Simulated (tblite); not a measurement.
# C4H6BBrCl2: the cost of one run

Programs: tblite 0.8.0 and PySCF 2.14.0, with density-fitted response routines of our own. Each step states its level of theory. These are calculated values for one molecule in the gas phase, unless marked as measured. Atoms count from 0, in the outputs and in this text.

### Step 1. Starting geometry

14 atoms, charge 0, multiplicity 1; geometry from: force field or distance geometry start.

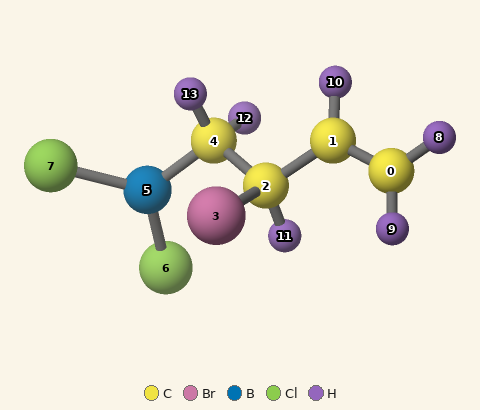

As it starts; carbon yellow, bromine pink, boron blue, chlorine green, hydrogen purple, atoms numbered.

### Step 2. Optimising the geometry with GFN2-xTB

The job: settings as JSON, then the geometry in Å.

```
{"job": {"kind": "relax", "xc": "GFN2-xTB", "basis": "xTB"}, "charge": 0, "multiplicity": 1}
C     -2.497800    -0.774300    -0.010400
C     -1.407700    -0.126300     0.377000
C     -0.156000    -0.098300    -0.470100
Br    -0.523600     0.990400    -2.066600
C      1.021200     0.478400     0.323300
B      2.397300     0.350200    -0.482400
Cl     3.096500    -1.308500    -0.881800
Cl     3.360400     1.868900    -0.927800
H     -3.376900    -0.796100     0.632500
H     -2.548700    -1.278700    -0.965100
H     -1.405500     0.349600     1.359200
H      0.068800    -1.136800    -0.791800
H      1.132700    -0.068200     1.284900
H      0.838600     1.549300     0.547100
```

Command:

```
OMP_NUM_THREADS=1 python probes_run.py task.json out
```

This one command runs all jobs of the session in turn.

**Question.** How long does this first job take on 1 thread of Arm Neoverse N1, shared host, and how much memory does it need?

About 1.7 s, with a peak of 0.18 GiB.
